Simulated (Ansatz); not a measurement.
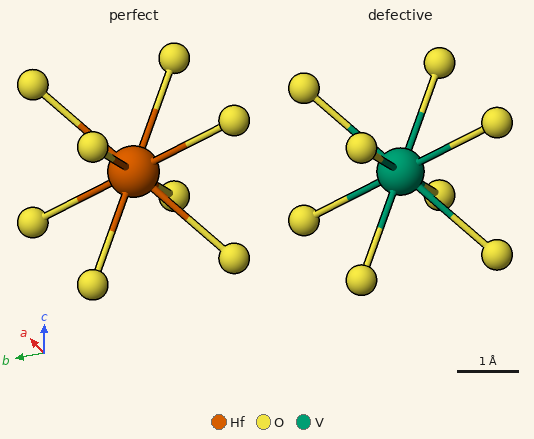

Left: perfect HfO₂. Right: the same region with one point defect, after relaxing the atoms in a supercell of 24 sites. Style: ball-and-stick. Shown: the atoms within 3.3 Å of one point, from a free direction.

Method: DFT, PBE, plane-wave PAW, default files, scalar-relativistic (Ansatz 0.2.0). Set-up: plane-wave cutoff 420 eV; k-point mesh 3 × 3 × 3; occupations fermi dirac; smearing width 0.01 eV; no spin polarisation. A uniform background neutralises the charged cell. The axes drawn are those of the host's conventional cell.

Q: Which defect is it?

A: A hafnium atom is replaced by vanadium.

The charge state of the cell is +1.

Q: How does the lattice respond?

A: In the host the Hf atom has 8 O at 2.21 Å; the V atom ends with 8 O at 2.12 Å. Of the host's atoms, an oxygen atom moves furthest from its site, by 0.09 Å. Relaxing the atoms from the host's sites lowers the energy by 0.53 eV.

Limits of the set-up: the periodic images lie only 7.2 Å apart, so the values are limited by the cell's size; the cell is charged, on a uniform background, and energies carry no finite-size correction.
